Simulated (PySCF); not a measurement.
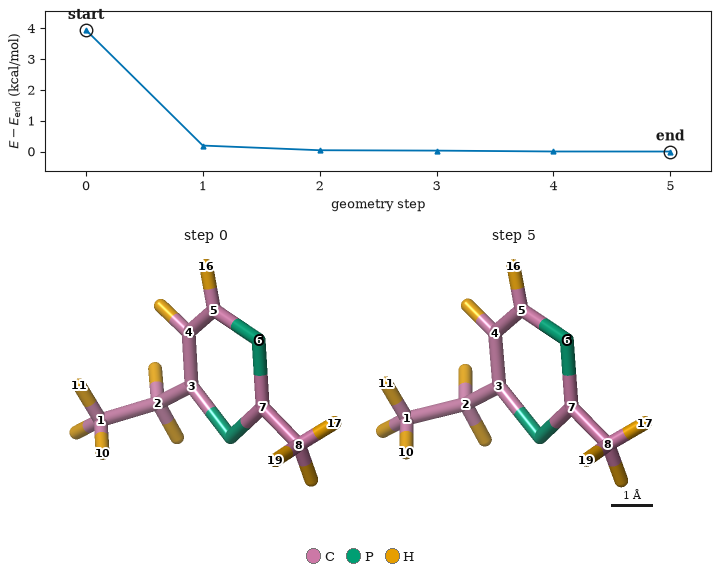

First and last geometry of a relaxation of C$_{7}$H$_{10}$P$_{2}$, with the history of the run. Style: stick. Shown from a free direction.

The start comes from GFN2-xTB. Its atoms were then displaced at random by about 0.01 Å.

Method: PySCF, PBE0-D3(BJ)/def2-SVP geometry optimisation, gas phase. 

Q: Read the history and describe the run.

A: It converged. The energy falls by 3.94 kcal/mol in 5 geometry steps. The largest move after the best rigid fit is that of an H atom, 0.11 Å. Largest moves by element: H 0.11 Å, C 0.09 Å, P 0.04 Å. Near-neighbour distances that change, for instance: C–C 1.342 → 1.391 Å, C–H 1.056 → 1.101 Å, C–H 1.085 → 1.103 Å, C–C 1.493 → 1.511 Å. Among the angles between lasting bonds that change: C–C–H 112.7° → 116.5°, C–C–C 109.6° → 112.4°, H–C–H 110.2° → 107.5°.
